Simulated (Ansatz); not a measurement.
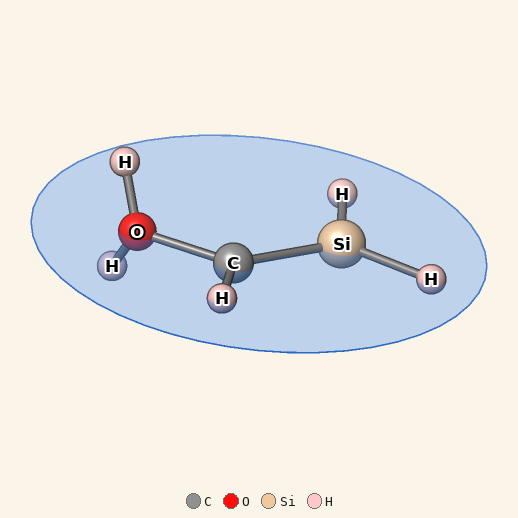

All proper rotation axes (lines) and mirror planes (discs) of the structure are drawn in. Atoms fade into the background with distance from the viewer. Charge +1, singlet. The geometry was computed by an optimisation with PBE0-D4/def2-TZVP. No frequency run is at hand to confirm it as a minimum.

> Name the symmetry elements and the point group.

It has 1 mirror plane. Point group Cs. The group has 2 operations. The geometry is achiral, and symmetry allows a dipole moment.
